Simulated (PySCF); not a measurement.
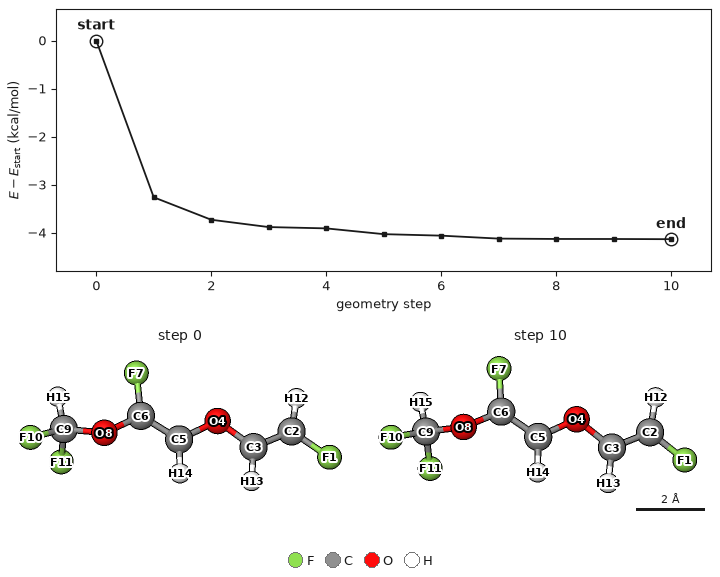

First and last geometry of a relaxation of C$_{5}$H$_{4}$F$_{4}$O$_{2}$, with the history of the run. Style: ball-and-stick. Shown at a tilt.

The start comes from GFN2-xTB. Its atoms were then displaced at random by about 0.01 Å.

Theory: PBE0-D3(BJ)/def2-SVP geometry optimisation, gas phase in PySCF. 

**What do the curves and the structures tell?**

It converged. Over 10 geometry steps the energy falls by 4.13 kcal/mol. The largest move after the best rigid fit is that of F11, 0.35 Å. By element the largest moves are F 0.35 Å, H 0.29 Å, O 0.18 Å, C 0.15 Å. Near-neighbour distances that change, for instance: C3–O4 1.315 → 1.355 Å, O4–C5 1.386 → 1.348 Å, C5–H14 1.062 → 1.092 Å, F1–C2 1.359 → 1.330 Å. Among the angles between lasting bonds that change: O8–C9–H15 115.3° → 112.3°, F10–C9–F11 106.1° → 108.7°, F1–C2–H12 112.6° → 115.0°. The run took 2.7 min on 1 thread of Arm Neoverse V1, on a shared host.
